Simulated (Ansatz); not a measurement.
F₃H₃O₃W

```xyz
10

F    -1.4142    0.0778    1.3314
F     0.4268    1.6568    0.8334
F     1.3093   -0.6046    1.2138
O    -0.9778   -1.3646   -0.6927
O    -1.5653    1.3533   -1.1688
O     0.9700    0.3444   -1.4381
W    -0.4976    0.4056   -0.2852
H    -1.3913   -1.9790   -0.0760
H     1.3445    0.2499    1.6024
H     1.7957   -0.1397   -1.3203
```

Geometry: PBE0-D4/def2-SVP; core potentials replace the inner electrons of W.

Computed with Ansatz, isolated molecule in a Gaussian basis; Kohn-Sham density functional theory, functional PBE0.

> Predict the electron density and electron localisation function between the atoms.

W–O (1.68 Å): the density is about 2 e/Å³ at the midpoint; the ELF peaks at about 0.75 in the valence shell of O, 0.5 Å from its nucleus, and drops to about 0.40 between the two atoms.
W–F (1.92 Å): ρ at the midpoint is about 0.95 e/Å³; the ELF peaks at about 0.85 in the valence shell of F, 0.5 Å from its nucleus, and drops to about 0.20 between the two atoms.
F–H (0.94 Å): ρ is about 4.6 e/Å³ halfway; the ELF climbs to about 1 towards the hydrogen, as it does in any bond to H; a covalent bond by its length.

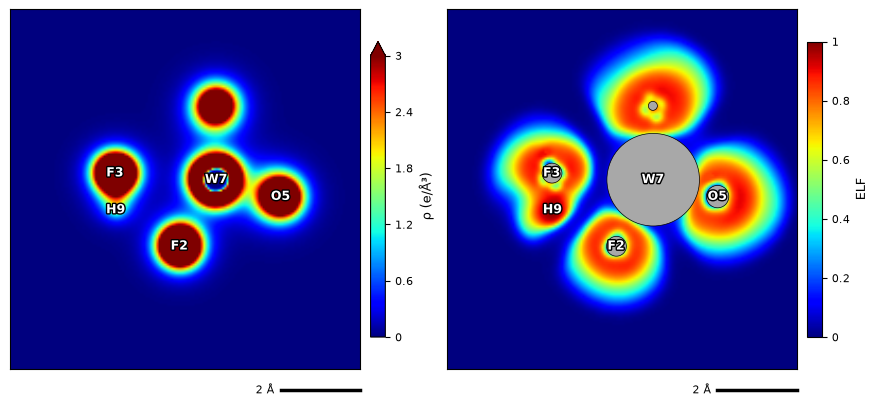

Computed electron density and electron localisation function on the plane of atoms F2, W7 and O5, in this order. Grey discs cover the atomic cores in the ELF map. 
